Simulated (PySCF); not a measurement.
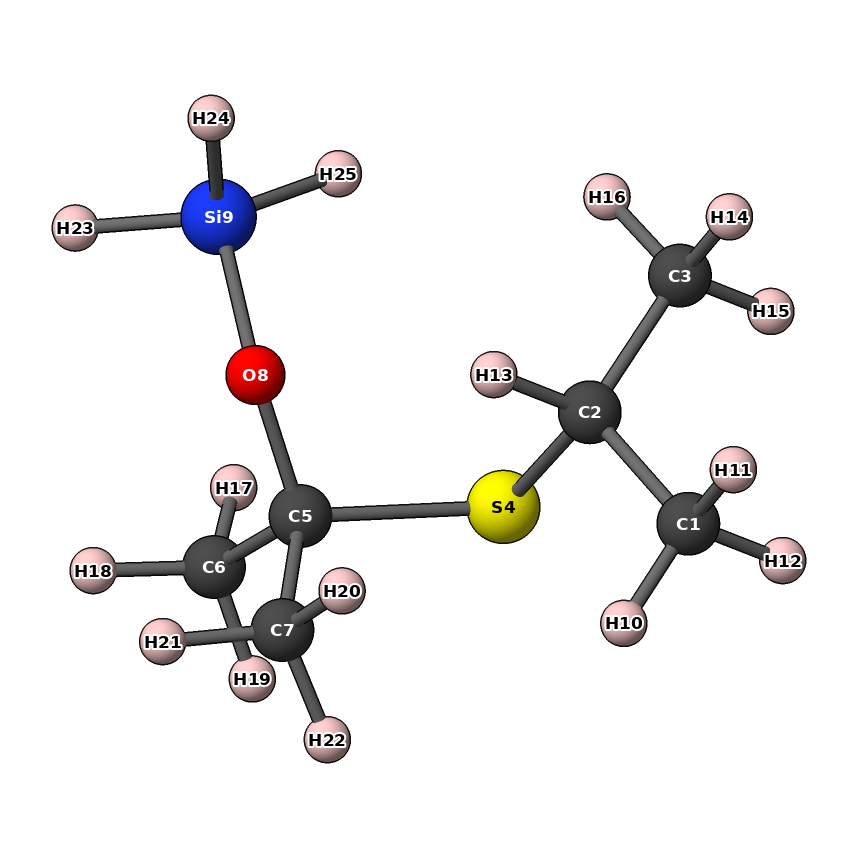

The questions are on isotropic NMR shieldings of the H atoms. The computed structure is the end point of a GFN2-xTB optimisation. No frequency run is at hand to confirm it as a minimum. Properties computed with GIAO PBE0/pcSseg-1 NMR shielding, non-relativistic, gas phase (PySCF 2.14.0).

Give the isotropic NMR shieldings of the H atoms atom by atom.

| atom | σ (ppm) |
| --- | --- |
| H10 | 30.09 |
| H11 | 30.32 |
| H12 | 30.37 |
| H13 | 28.63 |
| H14 | 30.40 |
| H15 | 30.50 |
| H16 | 30.08 |
| H17 | 30.09 |
| H18 | 30.21 |
| H19 | 30.10 |
| H20 | 29.59 |
| H21 | 30.17 |
| H22 | 30.32 |
| H23 | 26.88 |
| H24 | 27.07 |
| H25 | 26.54 |

The geometry is semi-empirical. Around Si such bond lengths and angles can be off by a tenth of an ångström or more and by several degrees, and values that hang on the shape move with them.
